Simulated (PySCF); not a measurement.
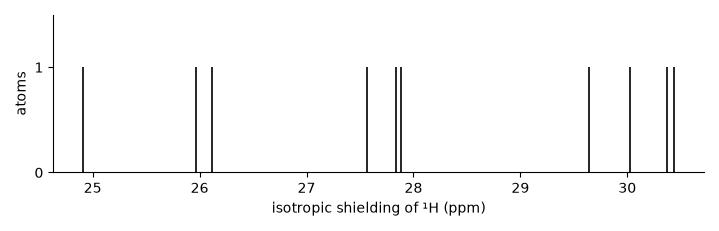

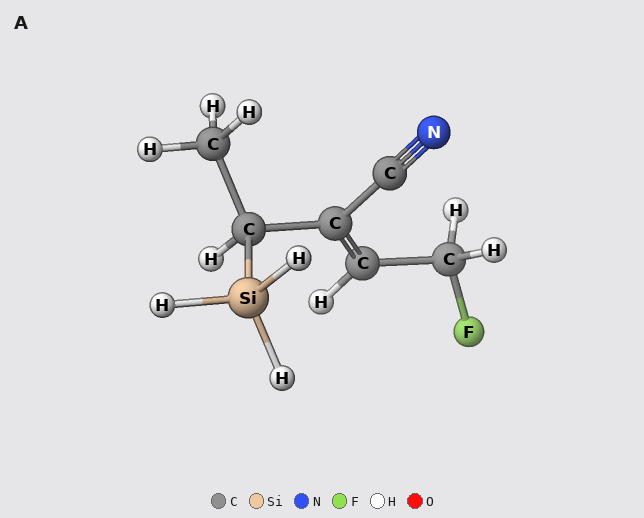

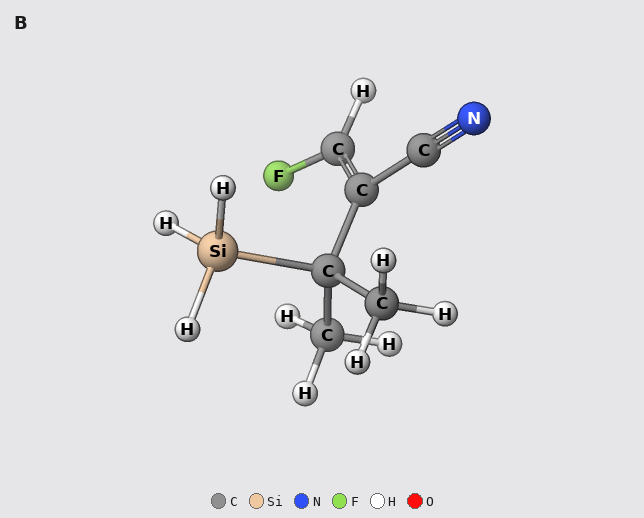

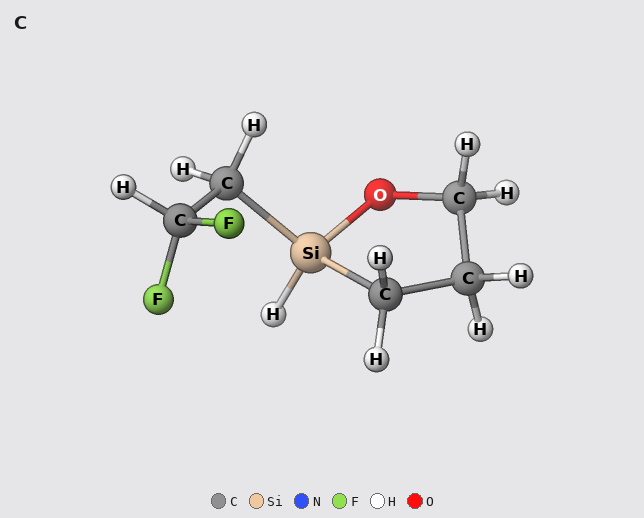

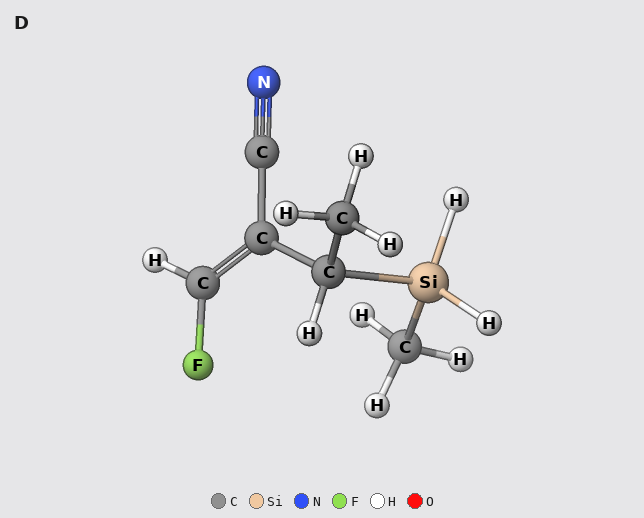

The sticks are computed shieldings of one of the molecules, for one fixed geometry (GFN2-xTB) without averaging over rotations. Low shielding means a high chemical shift. Method: GIAO PBE0/pcSseg-1 NMR shielding, non-relativistic, gas phase (PySCF 2.14.0).

### Match the spectrum to a structure.

A, `C[C@H]([SiH3])/C(C#N)=C/CF`. Its 10 H atoms give lines at 24.91, 25.97, 26.11, 27.57, 27.83, 27.89, 29.64, 30.03, 30.37, 30.44 ppm.

The geometry is semi-empirical. Around Si such bond lengths and angles can be off by a tenth of an ångström or more and by several degrees, and values that hang on the shape move with them.
